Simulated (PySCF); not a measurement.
# C3H3NO2S2: excited states

Wanted: excited states for C3H3NO2S2 (`O=[SH](=O)c1cnsc1`).

Programs: PySCF 2.14.0, with routines of our own; each step states its level. All values are computed. Atoms count from 0.

## Step 1: The system as given

11 atoms, charge 0, multiplicity 1; geometry from: GFN2-xTB.

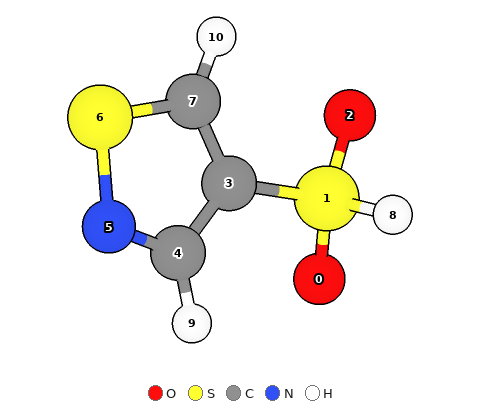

The starting geometry (oxygen red, sulfur yellow, carbon grey, nitrogen blue, hydrogen white).

## Step 2: Excited states: TDA CAM-B3LYP/def2-SVP

Job settings and geometry (Å):

```
{"job": {"kind": "states", "xc": "CAM-B3LYP", "basis": "def2-SVP", "tda": true, "soc": true, "nstates": 8, "ntriplets": 5, "nquad": 4}, "charge": 0, "multiplicity": 1}
O     -2.041704     1.430554    -0.362652
S     -1.640694     0.118225     0.035232
O     -2.244371    -1.034770    -0.556851
C      0.119783    -0.030193    -0.045712
C      1.037984     1.003212     0.226992
N      2.293830     0.670203     0.116312
S      2.459846    -0.888838    -0.326108
C      0.778161    -1.180176    -0.380657
H     -1.883416     0.032141     1.415600
H      0.772003     2.007954     0.500512
H      0.354002    -2.125641    -0.648632
```

With the program's defaults for keys left out, this is: TDA CAM-B3LYP/def2-SVP excited states, vertical, gas phase, spin-orbit mean-field couplings.

The run is started by

```
> OMP_NUM_THREADS=1 python excited_run.py task.json out
```

This one command runs all jobs of the session in turn.

The program printed:

```text
coarse grid: 11600 points
cycle   1  E = -1116.5314100584  dE =  2.531e+00  |g| = 1.215e+00  |ddm| = 4.317e+00
cycle   2  E = -1116.0832974661  dE =  4.481e-01  |g| = 1.993e+00  |ddm| = 3.347e+00
cycle   3  E = -1116.8284275575  dE = -7.451e-01  |g| = 1.186e-01  |ddm| = 2.198e+00
cycle   4  E = -1116.8302509197  dE = -1.823e-03  |g| = 8.609e-02  |ddm| = 2.055e-01
cycle   5  E = -1116.8321008165  dE = -1.850e-03  |g| = 1.477e-02  |ddm| = 1.023e-01
cycle   6  E = -1116.8321441995  dE = -4.338e-05  |g| = 7.271e-03  |ddm| = 1.941e-02
cycle   7  E = -1116.8321558017  dE = -1.160e-05  |g| = 1.555e-03  |ddm| = 8.552e-03
cycle   8  E = -1116.8321566528  dE = -8.511e-07  |g| = 8.354e-04  |ddm| = 3.009e-03
final grid: 106640 points
cycle   9  E = -1116.9692332919  dE = -1.708e-05  |g| = 2.497e-03  |ddm| = 1.589e-02
cycle  10  E = -1116.9692329281  dE =  3.637e-07  |g| = 2.932e-03  |ddm| = 5.537e-03
cycle  11  E = -1116.9692349105  dE = -1.982e-06  |g| = 4.416e-04  |ddm| = 3.127e-03
cycle  12  E = -1116.9692349475  dE = -3.708e-08  |g| = 1.952e-04  |ddm| = 6.150e-04
cycle  13  E = -1116.9692349563  dE = -8.794e-09  |g| = 6.168e-05  |ddm| = 2.264e-04
cycle  14  E = -1116.9692349573  dE = -9.295e-10  |g| = 1.532e-05  |ddm| = 7.053e-05
converged SCF energy = -1116.9692349573

Singlet excitations
state   eV       nm        f     d(h-e)  d(exc)  Lambda  PR(NTO)  |dmu|/D   mu/D   main configurations
  1   5.6031   221.3   0.00614   0.865   2.589   0.504   1.026    1.893    3.498   H-1->L 0.56, H-3->L 0.13, H-4->L 0.12
  2   6.1588   201.3   0.14426   0.382   2.610   0.704   1.407    0.705    3.487   H->L 0.82
  3   6.5144   190.3   0.00338   1.722   3.295   0.510   1.149    5.360    3.809   H-3->L 0.39, H-1->L 0.33
  4   6.7381   184.0   0.04387   0.349   2.619   0.699   1.443    0.608    3.002   H-2->L 0.71
  5   6.9182   179.2   0.00093   0.519   2.477   0.586   1.042                     H->L+2 0.81, H->L+1 0.08
  6   6.9755   177.7   0.01217   1.187   3.192   0.489   1.640                     H-3->L 0.27, H-4->L 0.23, H-1->L+1 0.17
  7   7.3029   169.8   0.00450   0.655   3.351   0.474   1.813                     H-4->L 0.43, H-1->L+1 0.32, H-4->L+1 0.12
  8   7.5433   164.4   0.00663   1.798   3.378   0.375   1.750                     H-5->L 0.55, H-5->L+1 0.09

Triplet excitations (Tamm-Dancoff)
state   eV     d(h-e)  d(exc)  Lambda  PR(NTO)   main configurations
  1   4.1942   0.184   2.267   0.711   1.092   H-2->L 0.57, H->L 0.22
  2   4.5652   0.271   2.484   0.720   1.024   H->L 0.72, H-2->L 0.19
  3   4.8602   0.806   2.352   0.501   1.015   H-1->L 0.38, H-3->L 0.15, H-4->L 0.15
  4   6.0514   0.615   2.555   0.592   1.400   H-2->L+1 0.26, H->L+1 0.24, H-1->L+1 0.11
  5   6.1158   1.076   3.043   0.528   1.311   H-1->L 0.28, H-3->L 0.25, H-1->L+1 0.11
S1 - T1 = 1.4089 eV

Spin-orbit couplings |<S|Hso|T>| (cm-1)
             T1       T2       T3       T4       T5
S0        1.233    4.595   55.328   11.594   25.500
S1       22.545   34.796    3.602    7.123   14.878
S2        3.258    3.920   46.270   18.296   33.377
S3       16.397   32.389   15.982   11.922    9.186
S4        1.141    5.418   17.259    4.441   10.601
S5       33.074   49.020    3.925    9.785    4.652
S6       11.470   20.256   12.257   14.942   22.796
S7        9.027   17.622    2.561   24.727    8.607
S8       17.989   11.668   12.123    6.035   10.877
T1 sublevels (cm-1): 0.000 0.006 0.020   radiative rates (1/s): 0.633 0.00782 10.9
```

It took 14 s on 1 thread of Intel Xeon 6975P-C, shared host; peak memory 0.61 GiB.

Key values:

```tsv
quantity	value
S1 less T1	1.41 eV
```

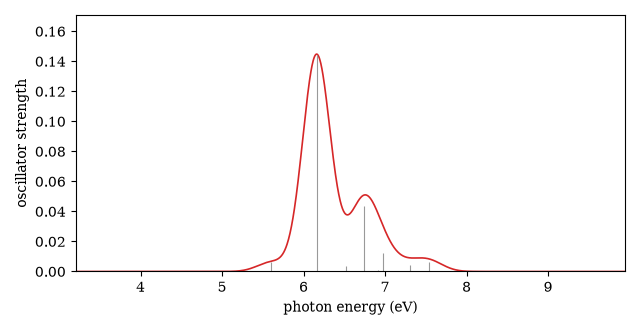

Absorption lines of the singlets. Lines are broadened to a width of 0.40 eV (Gaussian).

## Step 3: Excited states: TDDFT wB97X-D/def2-SVPD

The job, as its differences from that of step 2:

```diff
@@ -1,2 +1,2 @@
-{"job": {"kind": "states", "xc": "CAM-B3LYP", "basis": "def2-SVP", "tda": true, "soc": true, "nstates": 8, "ntriplets": 5, "nquad": 4}, "charge": 0, "multiplicity": 1}
+{"job": {"kind": "states", "xc": "wB97X-D", "basis": "def2-SVPD", "tpa": true, "nstates": 6, "nquad": 5, "ntriplets": 0}, "charge": 0, "multiplicity": 1}
 O     -2.041704     1.430554    -0.362652
```

Method: TDDFT wB97X-D/def2-SVPD excited states, vertical, gas phase, two-photon moments by quadratic response.

The program printed:

```text
coarse grid: 11600 points
cycle   1  E = -1116.5990044831  dE =  2.558e+00  |g| = 1.179e+00  |ddm| = 5.525e+00
cycle   2  E = -1116.2791333857  dE =  3.199e-01  |g| = 1.816e+00  |ddm| = 3.516e+00
cycle   3  E = -1116.8881653395  dE = -6.090e-01  |g| = 9.503e-02  |ddm| = 2.213e+00
cycle   4  E = -1116.8896619169  dE = -1.497e-03  |g| = 6.248e-02  |ddm| = 2.834e-01
cycle   5  E = -1116.8906178971  dE = -9.560e-04  |g| = 1.347e-02  |ddm| = 1.402e-01
cycle   6  E = -1116.8906637703  dE = -4.587e-05  |g| = 5.762e-03  |ddm| = 3.125e-02
cycle   7  E = -1116.8906715448  dE = -7.775e-06  |g| = 1.857e-03  |ddm| = 1.500e-02
final grid: 106640 points
cycle   8  E = -1117.0177861708  dE = -7.771e-05  |g| = 6.705e-03  |ddm| = 1.755e-01
cycle   9  E = -1117.0177831352  dE =  3.036e-06  |g| = 7.847e-03  |ddm| = 2.581e-02
cycle  10  E = -1117.0177970891  dE = -1.395e-05  |g| = 9.434e-04  |ddm| = 1.486e-02
cycle  11  E = -1117.0177972668  dE = -1.777e-07  |g| = 4.818e-04  |ddm| = 2.846e-03
cycle  12  E = -1117.0177973380  dE = -7.114e-08  |g| = 1.347e-04  |ddm| = 1.145e-03
cycle  13  E = -1117.0177973438  dE = -5.840e-09  |g| = 7.216e-05  |ddm| = 3.580e-04
cycle  14  E = -1117.0177973453  dE = -1.533e-09  |g| = 1.764e-05  |ddm| = 1.742e-04
cycle  15  E = -1117.0177973455  dE = -1.774e-10  |g| = 6.645e-06  |ddm| = 8.070e-05
converged SCF energy = -1117.0177973455

Singlet excitations
state   eV       nm        f     d(h-e)  d(exc)  Lambda  PR(NTO)  |dmu|/D   mu/D   delta(TPA)   sigma/GM   main configurations
  1   5.5662   222.7   0.00258   0.899   2.632   0.586   1.028    1.930    3.718        0.52      0.006   H-2->L 0.45, H-1->L 0.24, H-3->L 0.14
  2   5.8364   212.4   0.14324   0.379   2.640   0.690   1.397    0.766    3.566       18.31      0.229   H->L 0.88
  3   6.2862   197.2   0.03056   0.296   2.610   0.639   1.372    0.555    3.058        5.99      0.087   H-1->L 0.62, H-2->L 0.28
  4   6.5044   190.6   0.00324   1.256   3.071   0.519   1.992    3.841    2.636        1.04      0.016   H-3->L 0.36, H->L+2 0.25, H-2->L 0.14
  5   6.5423   189.5   0.00012   0.941   2.840   0.520   1.830    2.947    2.268        3.37      0.053   H->L+2 0.50, H-3->L 0.18, H->L+1 0.11
  6   6.9567   178.2   0.00516   0.448   3.147   0.471   1.695                                            H-2->L+1 0.31, H-3->L 0.20, H-4->L 0.14
```

Run time: 27 s. Hardware: 1 thread of Intel Xeon 6975P-C, shared host; peak memory 0.8 GiB.

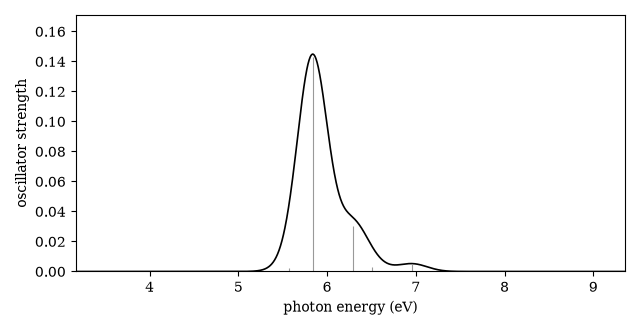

Absorption lines of the singlets. Lines are broadened to a width of 0.40 eV (Gaussian).

## Step 4: Outcome

| quantity | value |
| --- | --- |
| S1 less T1 (step 2, TDA CAM-B3LYP/def2-SVP) | 1.41 eV |

In step 2, the number of triplets below S1 is 3, and the largest singlet-triplet spin-orbit coupling is S0–T3, 55.33 cm⁻¹.
